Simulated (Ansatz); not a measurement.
# AlNH (quartet): wB97M-V, B2PLYP over vertical spin and charge gaps, def2-QZVPP

Aim: run AlNH (quartet) with these functionals over vertical spin and charge gaps, and hold them against the top wave-function level at the same points.

The runs use Ansatz 0.2.0, Gaussian basis; def2-QZVPP, all electrons in the functionals, frozen cores in the correlation of double hybrids and RPA.

To be run: wB97M-V, B2PLYP, at charge 0, quartet; charge 0, doublet; charge 0, sextet; charge 1, triplet; charge 1, quintet.

### Step 1. The geometry

The geometry is a PBE0/def2-TZVP stationary point (not a proven minimum).

3 atoms, charge 0, spin multiplicity 4.

Atoms are counted from 1 here; the program's logs count them from 0.

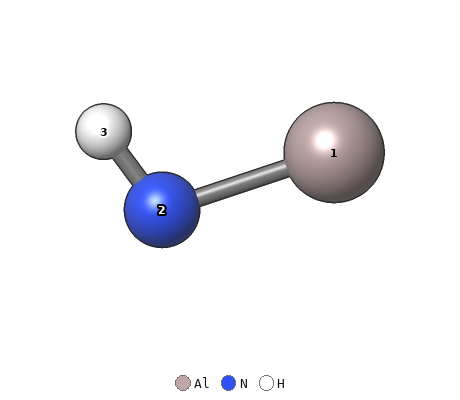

The structure; aluminium light grey, nitrogen blue, hydrogen white; atoms are numbered from 1 in the order of the file.

No dispersion term is added; wB97M-V holds VV10 nonlocal correlation.

The geometry shown and the zero of energy belong to the point charge 0, quartet. The yardstick, UCCSD(T), and other wave-function levels (R restricted, U unrestricted, valence and pair active spaces) come from earlier runs.

### Step 2. wB97M-V, charge 0, quartet

Input file in.yaml:

```yaml
crystal:
  periodic: [false, false, false]
  atoms:
    - {symbol: Al, position_ang: [0.000000, -0.031887, 0.689947]}
    - {symbol: N, position_ang: [0.000000, 0.120874, -1.212902]}
    - {symbol: H, position_ang: [0.000000, -0.826124, -1.614269]}
basis:
  gaussian: {orbitals: "def2-QZVPP.json"}
magnetization: {spin_polarized: true, initial_magnetization: 3}
hamiltonian: {xc: {name: wB97M-V}}
output: {orbitals: {seedname: orbitals}}
```

Run with:

```sh
> ansatz run in.yaml --threads 1 --pin off --events-out ev --progress --plain --max-ram 2393MiB
```

Output, shortened:

```text
Functional definition: wB97M-V
  name "wB97M-V"
  cite "Mardirossian & Head-Gordon, J. Chem. Phys. 144, 214110 (2016) doi:10.1063/1.4952647"
  cite "Becke, J. Chem. Phys. 107, 8554 (1997) doi:10.1063/1.475007"
  cite "Vydrov & Van Voorhis, J. Chem. Phys. 133, 244103 (2010) doi:10.1063/1.3521275"
  # Of w^i u^j: cxij and so on, Table III.
[...]
  gx(w, u) = 1 - cx + cx01*u + cx10*w
  gss(w, u) = css00 + css04*u^4 + css10*w + css20*w^2 + css43*w^4*u^3
  gos(w, u) = cos00 + cos10*w + (cos20 + cos21*u)*w^2 + (cos60 + cos61*u)*w^6
[...]
      + integral(e_c_pw_mod_opposite_spin*gos(b97_w_opposite, b97_u_opposite)) + vv10(b, c)
595 factors; their error is unknown
155 factors; integrals over basis functions are off by at most 1.1e-4 eV
[...]
mean field -8098.33132553 eV, -297.6081869670 hartree, gradient 8.9e-6 eV, S^2 3.759872; 2 other end points of the search recorded, 0 dependent functions left out
reference -8098.33136828 eV, -297.6081885380 hartree; 12, 9 occupied and 145, 148 virtual orbitals, 595 factors
Total energy: -8098.33136828 eV, -297.6081885380 hartree
```

It took 31 s on 1 thread of Arm Neoverse V2, shared host; peak memory 0.44 GiB.

From the report: ⟨S²⟩ of the determinant 3.760 (pure quartet: 3.75).

### Step 3. wB97M-V, charge 0, doublet

Changes to in.yaml since step 2:

```diff
@@ -8,3 +8,3 @@
   gaussian: {orbitals: "def2-QZVPP.json"}
-magnetization: {spin_polarized: true, initial_magnetization: 3}
+magnetization: {spin_polarized: true, initial_magnetization: 1}
 hamiltonian: {xc: {name: wB97M-V}}
```

Same command.

Output, shortened:

```text
Functional definition: wB97M-V
  name "wB97M-V"
  cite "Mardirossian & Head-Gordon, J. Chem. Phys. 144, 214110 (2016) doi:10.1063/1.4952647"
  cite "Becke, J. Chem. Phys. 107, 8554 (1997) doi:10.1063/1.475007"
  cite "Vydrov & Van Voorhis, J. Chem. Phys. 133, 244103 (2010) doi:10.1063/1.3521275"
  # Of w^i u^j: cxij and so on, Table III.
[...]
  gx(w, u) = 1 - cx + cx01*u + cx10*w
  gss(w, u) = css00 + css04*u^4 + css10*w + css20*w^2 + css43*w^4*u^3
  gos(w, u) = cos00 + cos10*w + (cos20 + cos21*u)*w^2 + (cos60 + cos61*u)*w^6
[...]
      + integral(e_c_pw_mod_opposite_spin*gos(b97_w_opposite, b97_u_opposite)) + vv10(b, c)
595 factors; their error is unknown
155 factors; integrals over basis functions are off by at most 1.1e-4 eV
[...]
mean field -8101.13674910 eV, -297.7112843817 hartree, gradient 2.7e-6 eV, S^2 0.753560; 2 other end points of the search recorded, 0 dependent functions left out
reference -8101.13678829 eV, -297.7112858219 hartree; 11, 10 occupied and 146, 147 virtual orbitals, 595 factors
Total energy: -8101.13678829 eV, -297.7112858219 hartree
```

Wall time 60 s (1 thread of Arm Neoverse V2, shared host); peak memory 0.46 GiB.

From the report: ⟨S²⟩ of the determinant 0.754 (pure doublet: 0.75).

From charge 0, quartet: -2.805 eV.

### Step 4. wB97M-V, charge 0, sextet

Changes to in.yaml since step 3:

```diff
@@ -8,3 +8,3 @@
   gaussian: {orbitals: "def2-QZVPP.json"}
-magnetization: {spin_polarized: true, initial_magnetization: 1}
+magnetization: {spin_polarized: true, initial_magnetization: 5}
 hamiltonian: {xc: {name: wB97M-V}}
```

The command is unchanged.

Output, shortened:

```text
Functional definition: wB97M-V
  name "wB97M-V"
  cite "Mardirossian & Head-Gordon, J. Chem. Phys. 144, 214110 (2016) doi:10.1063/1.4952647"
  cite "Becke, J. Chem. Phys. 107, 8554 (1997) doi:10.1063/1.475007"
  cite "Vydrov & Van Voorhis, J. Chem. Phys. 133, 244103 (2010) doi:10.1063/1.3521275"
  # Of w^i u^j: cxij and so on, Table III.
[...]
  gx(w, u) = 1 - cx + cx01*u + cx10*w
  gss(w, u) = css00 + css04*u^4 + css10*w + css20*w^2 + css43*w^4*u^3
  gos(w, u) = cos00 + cos10*w + (cos20 + cos21*u)*w^2 + (cos60 + cos61*u)*w^6
[...]
      + integral(e_c_pw_mod_opposite_spin*gos(b97_w_opposite, b97_u_opposite)) + vv10(b, c)
595 factors; their error is unknown
155 factors; integrals over basis functions are off by at most 1.1e-4 eV
[...]
mean field -8093.33872685 eV, -297.4247123496 hartree, gradient 3.1e-5 eV, S^2 8.755255; 1 other end points of the search recorded, 0 dependent functions left out
reference -8093.33876733 eV, -297.4247138375 hartree; 13, 8 occupied and 144, 149 virtual orbitals, 595 factors
Total energy: -8093.33876733 eV, -297.4247138375 hartree
```

Wall time 14 s (1 thread of Arm Neoverse V2, shared host); peak memory 0.34 GiB.

From the report: ⟨S²⟩ of the determinant 8.755 (pure sextet: 8.75).

From charge 0, quartet: +4.993 eV.

### Step 5. wB97M-V, charge 1, triplet

Changes to in.yaml since step 4:

```diff
@@ -8,3 +8,4 @@
   gaussian: {orbitals: "def2-QZVPP.json"}
-magnetization: {spin_polarized: true, initial_magnetization: 5}
+total_charge: 1
+magnetization: {spin_polarized: true, initial_magnetization: 2}
 hamiltonian: {xc: {name: wB97M-V}}
```

The command is unchanged.

Output, shortened:

```text
Functional definition: wB97M-V
  name "wB97M-V"
  cite "Mardirossian & Head-Gordon, J. Chem. Phys. 144, 214110 (2016) doi:10.1063/1.4952647"
  cite "Becke, J. Chem. Phys. 107, 8554 (1997) doi:10.1063/1.475007"
  cite "Vydrov & Van Voorhis, J. Chem. Phys. 133, 244103 (2010) doi:10.1063/1.3521275"
  # Of w^i u^j: cxij and so on, Table III.
[...]
  gx(w, u) = 1 - cx + cx01*u + cx10*w
  gss(w, u) = css00 + css04*u^4 + css10*w + css20*w^2 + css43*w^4*u^3
  gos(w, u) = cos00 + cos10*w + (cos20 + cos21*u)*w^2 + (cos60 + cos61*u)*w^6
[...]
      + integral(e_c_pw_mod_opposite_spin*gos(b97_w_opposite, b97_u_opposite)) + vv10(b, c)
595 factors; their error is unknown
155 factors; integrals over basis functions are off by at most 1.1e-4 eV
[...]
mean field -8092.76491408 eV, -297.4036251194 hartree, gradient 3.7e-5 eV, S^2 2.018926; 0 other end points of the search recorded, 0 dependent functions left out
reference -8092.76495556 eV, -297.4036266437 hartree; 11, 9 occupied and 146, 148 virtual orbitals, 595 factors
Total energy: -8092.76495556 eV, -297.4036266437 hartree
```

It took 13 s on 1 thread of Arm Neoverse V2, shared host; peak memory 0.34 GiB.

From the report: ⟨S²⟩ of the determinant 2.019 (pure triplet: 2.00).

From charge 0, quartet: +5.566 eV.

### Step 6. wB97M-V, charge 1, quintet

Changes to in.yaml since step 5:

```diff
@@ -9,3 +9,3 @@
 total_charge: 1
-magnetization: {spin_polarized: true, initial_magnetization: 2}
+magnetization: {spin_polarized: true, initial_magnetization: 4}
 hamiltonian: {xc: {name: wB97M-V}}
```

Launched as before.

Output, shortened:

```text
Functional definition: wB97M-V
  name "wB97M-V"
  cite "Mardirossian & Head-Gordon, J. Chem. Phys. 144, 214110 (2016) doi:10.1063/1.4952647"
  cite "Becke, J. Chem. Phys. 107, 8554 (1997) doi:10.1063/1.475007"
  cite "Vydrov & Van Voorhis, J. Chem. Phys. 133, 244103 (2010) doi:10.1063/1.3521275"
  # Of w^i u^j: cxij and so on, Table III.
[...]
  gx(w, u) = 1 - cx + cx01*u + cx10*w
  gss(w, u) = css00 + css04*u^4 + css10*w + css20*w^2 + css43*w^4*u^3
  gos(w, u) = cos00 + cos10*w + (cos20 + cos21*u)*w^2 + (cos60 + cos61*u)*w^6
[...]
      + integral(e_c_pw_mod_opposite_spin*gos(b97_w_opposite, b97_u_opposite)) + vv10(b, c)
595 factors; their error is unknown
155 factors; integrals over basis functions are off by at most 1.1e-4 eV
[...]
mean field -8087.70337976 eV, -297.2176171639 hartree, gradient 8.1e-6 eV, S^2 6.005340; 1 other end points of the search recorded, 0 dependent functions left out
reference -8087.70342707 eV, -297.2176189027 hartree; 12, 8 occupied and 145, 149 virtual orbitals, 595 factors
Total energy: -8087.70342707 eV, -297.2176189027 hartree
```

Wall time 27 s (1 thread of Arm Neoverse V2, shared host); peak memory 0.43 GiB.

From the report: ⟨S²⟩ of the determinant 6.005 (pure quintet: 6.00).

From charge 0, quartet: +10.628 eV.

### Step 7. B2PLYP, charge 0, quartet

Input file in.yaml:

```yaml
crystal:
  periodic: [false, false, false]
  atoms:
    - {symbol: Al, position_ang: [0.000000, -0.031887, 0.689947]}
    - {symbol: N, position_ang: [0.000000, 0.120874, -1.212902]}
    - {symbol: H, position_ang: [0.000000, -0.826124, -1.614269]}
basis:
  gaussian: {orbitals: "def2-QZVPP.json"}
magnetization: {spin_polarized: true, initial_magnetization: 3}
hamiltonian: {xc: {name: B2PLYP}}
correlation: {electrons: outside_noble_gas}
```

Launched as before.

Output, shortened:

```text
Functional definition: B2PLYP
  name "B2PLYP"
  cite "Grimme, J. Chem. Phys. 124, 034108 (2006) doi:10.1063/1.2148954"
  cite "Becke, Phys. Rev. A 38, 3098 (1988) doi:10.1103/PhysRevA.38.3098"
  cite "Lee, Yang & Parr, Phys. Rev. B 37, 785 (1988) doi:10.1103/PhysRevB.37.785"
[...]
938 factors; integrals over basis functions are off by at most 9.9e-4 eV
[...]
mean field -8093.29427814 eV, -297.4230788896 hartree, gradient 7.4e-6 eV, S^2 3.766293; 4 other end points of the search recorded, 0 dependent functions left out
6 core orbitals not correlated: weight in the atoms' cores, before any rotation towards them, 1.000 or more for the frozen orbitals, at most 0.000 for the correlated occupied ones
reference -8093.29440506 eV, -297.4230835539 hartree; 6, 3 occupied and 145, 148 virtual orbitals, 938 factors
second order -7.36745582 eV of doubles, -0.00000000 eV of singles
Total energy: -8095.28361813 eV, -297.4961857858 hartree
```

It took 22 s on 1 thread of Arm Neoverse V2, shared host; peak memory 0.34 GiB.

From the report: ⟨S²⟩ of the determinant 3.766 (pure quartet: 3.75).

### Step 8. B2PLYP, charge 0, doublet

Changes to in.yaml since step 7:

```diff
@@ -8,3 +8,3 @@
   gaussian: {orbitals: "def2-QZVPP.json"}
-magnetization: {spin_polarized: true, initial_magnetization: 3}
+magnetization: {spin_polarized: true, initial_magnetization: 1}
 hamiltonian: {xc: {name: B2PLYP}}
```

The command is unchanged.

Output, shortened:

```text
Functional definition: B2PLYP
  name "B2PLYP"
  cite "Grimme, J. Chem. Phys. 124, 034108 (2006) doi:10.1063/1.2148954"
  cite "Becke, Phys. Rev. A 38, 3098 (1988) doi:10.1103/PhysRevA.38.3098"
  cite "Lee, Yang & Parr, Phys. Rev. B 37, 785 (1988) doi:10.1103/PhysRevB.37.785"
[...]
938 factors; integrals over basis functions are off by at most 9.9e-4 eV
[...]
mean field -8095.64619954 eV, -297.5095104070 hartree, gradient 9.6e-7 eV, S^2 0.755529; 7 other end points of the search recorded, 0 dependent functions left out
6 core orbitals not correlated: weight in the atoms' cores, before any rotation towards them, 1.000 or more for the frozen orbitals, at most 0.000 for the correlated occupied ones
reference -8095.64631840 eV, -297.5095147749 hartree; 5, 4 occupied and 146, 147 virtual orbitals, 938 factors
second order -8.14428593 eV of doubles, -0.00000000 eV of singles
Total energy: -8097.84527560 eV, -297.5903249615 hartree
```

Run time: 28 s. Hardware: 1 thread of Arm Neoverse V2, shared host; peak memory 0.37 GiB.

From the report: ⟨S²⟩ of the determinant 0.756 (pure doublet: 0.75).

From charge 0, quartet: -2.562 eV.

### Step 9. B2PLYP, charge 0, sextet

Changes to in.yaml since step 8:

```diff
@@ -8,3 +8,3 @@
   gaussian: {orbitals: "def2-QZVPP.json"}
-magnetization: {spin_polarized: true, initial_magnetization: 1}
+magnetization: {spin_polarized: true, initial_magnetization: 5}
 hamiltonian: {xc: {name: B2PLYP}}
```

Same command.

Output, shortened:

```text
Functional definition: B2PLYP
  name "B2PLYP"
  cite "Grimme, J. Chem. Phys. 124, 034108 (2006) doi:10.1063/1.2148954"
  cite "Becke, Phys. Rev. A 38, 3098 (1988) doi:10.1103/PhysRevA.38.3098"
  cite "Lee, Yang & Parr, Phys. Rev. B 37, 785 (1988) doi:10.1103/PhysRevB.37.785"
[...]
938 factors; integrals over basis functions are off by at most 9.9e-4 eV
[...]
mean field -8088.95293363 eV, -297.2635374216 hartree, gradient 9.0e-6 eV, S^2 8.758023; 0 other end points of the search recorded, 0 dependent functions left out
6 core orbitals not correlated: weight in the atoms' cores, before any rotation towards them, 1.000 or more for the frozen orbitals, at most 0.000 for the correlated occupied ones
reference -8088.95306880 eV, -297.2635423890 hartree; 7, 2 occupied and 144, 149 virtual orbitals, 938 factors
second order -5.39242150 eV of doubles, -0.00000000 eV of singles
Total energy: -8090.40902260 eV, -297.3170477044 hartree
```

It took 7 s on 1 thread of Arm Neoverse V2, shared host; peak memory 0.29 GiB.

From the report: ⟨S²⟩ of the determinant 8.758 (pure sextet: 8.75).

From charge 0, quartet: +4.875 eV.

### Step 10. B2PLYP, charge 1, triplet

Changes to in.yaml since step 9:

```diff
@@ -8,3 +8,4 @@
   gaussian: {orbitals: "def2-QZVPP.json"}
-magnetization: {spin_polarized: true, initial_magnetization: 5}
+total_charge: 1
+magnetization: {spin_polarized: true, initial_magnetization: 2}
 hamiltonian: {xc: {name: B2PLYP}}
```

The command is unchanged.

Output, shortened:

```text
Functional definition: B2PLYP
  name "B2PLYP"
  cite "Grimme, J. Chem. Phys. 124, 034108 (2006) doi:10.1063/1.2148954"
  cite "Becke, Phys. Rev. A 38, 3098 (1988) doi:10.1103/PhysRevA.38.3098"
  cite "Lee, Yang & Parr, Phys. Rev. B 37, 785 (1988) doi:10.1103/PhysRevB.37.785"
[...]
938 factors; integrals over basis functions are off by at most 9.9e-4 eV
[...]
mean field -8087.62100187 eV, -297.2145898323 hartree, gradient 6.5e-6 eV, S^2 2.041589; 3 other end points of the search recorded, 0 dependent functions left out
6 core orbitals not correlated: weight in the atoms' cores, before any rotation towards them, 1.000 or more for the frozen orbitals, at most 0.000 for the correlated occupied ones
reference -8087.62112556 eV, -297.2145943780 hartree; 5, 3 occupied and 146, 148 virtual orbitals, 938 factors
second order -6.94436517 eV of doubles, -0.00000000 eV of singles
Total energy: -8089.49610416 eV, -297.2834985705 hartree
```

Wall time 11 s (1 thread of Arm Neoverse V2, shared host); peak memory 0.37 GiB.

From the report: ⟨S²⟩ of the determinant 2.042 (pure triplet: 2.00).

From charge 0, quartet: +5.788 eV.

### Step 11. B2PLYP, charge 1, quintet

Changes to in.yaml since step 10:

```diff
@@ -9,3 +9,3 @@
 total_charge: 1
-magnetization: {spin_polarized: true, initial_magnetization: 2}
+magnetization: {spin_polarized: true, initial_magnetization: 4}
 hamiltonian: {xc: {name: B2PLYP}}
```

Same command.

Output, shortened:

```text
Functional definition: B2PLYP
  name "B2PLYP"
  cite "Grimme, J. Chem. Phys. 124, 034108 (2006) doi:10.1063/1.2148954"
  cite "Becke, Phys. Rev. A 38, 3098 (1988) doi:10.1103/PhysRevA.38.3098"
  cite "Lee, Yang & Parr, Phys. Rev. B 37, 785 (1988) doi:10.1103/PhysRevB.37.785"
[...]
938 factors; integrals over basis functions are off by at most 9.9e-4 eV
[...]
mean field -8083.35598631 eV, -297.0578534013 hartree, gradient 2.7e-6 eV, S^2 6.007803; 5 other end points of the search recorded, 0 dependent functions left out
6 core orbitals not correlated: weight in the atoms' cores, before any rotation towards them, 1.000 or more for the frozen orbitals, at most 0.000 for the correlated occupied ones
reference -8083.35612050 eV, -297.0578583329 hartree; 6, 2 occupied and 145, 149 virtual orbitals, 938 factors
second order -5.07763241 eV of doubles, -0.00000000 eV of singles
Total energy: -8084.72708125 eV, -297.1082402112 hartree
```

It took 20 s on 1 thread of Arm Neoverse V2, shared host; peak memory 0.36 GiB.

From the report: ⟨S²⟩ of the determinant 6.008 (pure quintet: 6.00).

From charge 0, quartet: +10.557 eV.

### Step 12. Against the wave-function levels

No level is safe as a reference over these points; UCCSD(T) serves as a yardstick only. It comes from earlier runs at the same points. Energies in eV, counted from charge 0, quartet; blanks weren't run or aren't comparable.

| level | quartet to doublet | quartet to sextet | ionisation to the triplet cation | ionisation to the quintet cation |
| --- | --- | --- | --- | --- |
| UCCSD(T) | -2.544 | 4.529 | 5.910 | 10.447 |
| wB97M-V | -2.805 | 4.993 | 5.566 | 10.628 |
| B2PLYP | -2.562 | 4.875 | 5.788 | 10.557 |

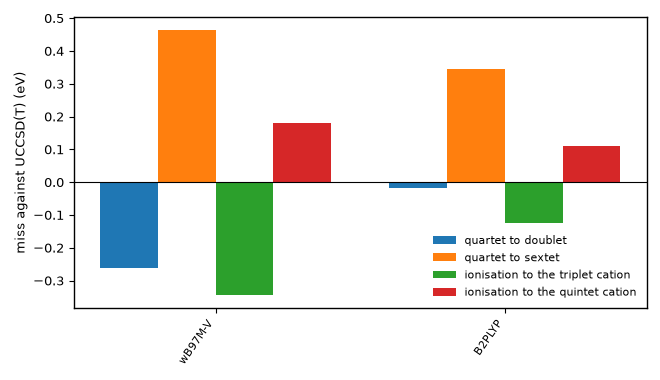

Misses of the gaps against UCCSD(T).

Largest miss and mean time a point (UCCSD(T) took 61 s a point; shared hosts):

```csv
level,largest miss (eV),where,time a point
wB97M-V,+0.463,quartet to sextet,29 s
B2PLYP,+0.345,quartet to sextet,17 s
```

### Step 13. Outcome

```
                                  quantity                          value
              quartet to doublet, UCCSD(T)                      -2.544 eV
               quartet to sextet, UCCSD(T)                       4.529 eV
ionisation to the triplet cation, UCCSD(T)                       5.910 eV
ionisation to the quintet cation, UCCSD(T)                      10.447 eV
                     largest miss, wB97M-V  +0.463 eV (quartet to sextet)
                      largest miss, B2PLYP  +0.345 eV (quartet to sextet)
```

In words: Of the functionals, B2PLYP keep the smallest largest miss at the points compared (at most 0.345 eV) and wB97M-V strays most (0.463 eV, at quartet to sextet). Functionals and the yardstick converge differently with the basis, so part of each miss in def2-QZVPP is the basis. The yardstick itself may be off where one determinant is a poor start.
